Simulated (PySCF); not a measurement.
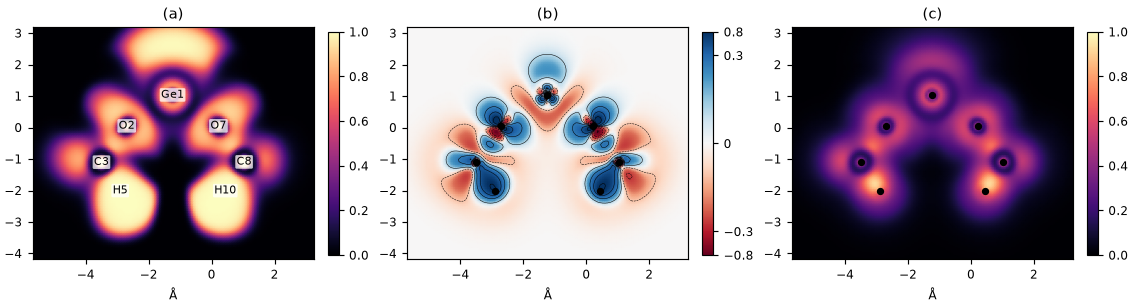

Ge(OMe)2 (C₂H₆GeO₂). Three fields in the plane of Ge1, O2, C3, H5, O7, C8 and H10. (b): blue positive, red negative.

Level of theory: B3LYP/def2-SVP (PySCF), at a geometry from GFN2-xTB. No frequency check shows the geometry to be a minimum. GFN2-xTB bond lengths at metals and heavier atoms can be off by up to 0.1 Å and shapes distorted, which carries into these values.

Question: The panels show, in some order, the deformation density, localised orbital locator (LOL) and electron localisation function (ELF). Which is which?

Answer: (a) is the electron localisation function (ELF): it runs from 0 to 1 and is close to 1 over wide basins that fill the valence regions. (b) is the deformation density: it has both signs, with gains where valence electrons gather and losses around them. (c) is the localised orbital locator (LOL): it runs from 0 to 1, peaks where electrons are localised, as in bonds, and fades smoothly outside.
